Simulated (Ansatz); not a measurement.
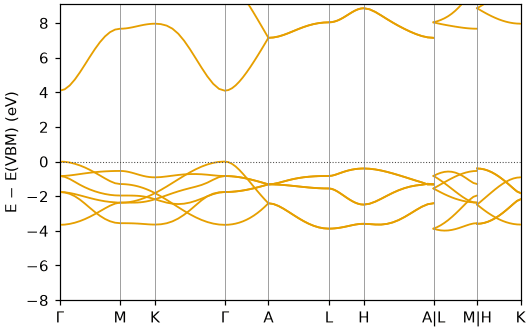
Figure. Band structure from r²SCAN (plane waves, PAW; program Ansatz)

Q: Read off the gap and where the band edges lie.

A: About 4.1 eV (4.09 eV by a search for the band edges); maximum at Γ, minimum at Γ.

Q: Pick the material that matches.
(A) InCl3, P6_3/mmc (In on 2d, Cl on 6h)
(B) MgSe, wurtzite
(C) Na2S, P6_3/mmc (S on 2c, Na on 2a, Na on 2d)
(D) MgO, P6_3/mmc (Mg on 2c, O on 2d)

A: D, MgO, P6_3/mmc (Mg on 2c, O on 2d)

The workflow started from a Materials Project entry (that database holds measured and hypothetical structures alike); the Crystallography Open Database copy checked does not list it. It is not the phase usual at ambient conditions (space group No. 225). The cell was relaxed with r²SCAN under the symmetry of its start; whether a distortion lowers the energy is not shown.

Potentials: the later of the program's two PAW sets.
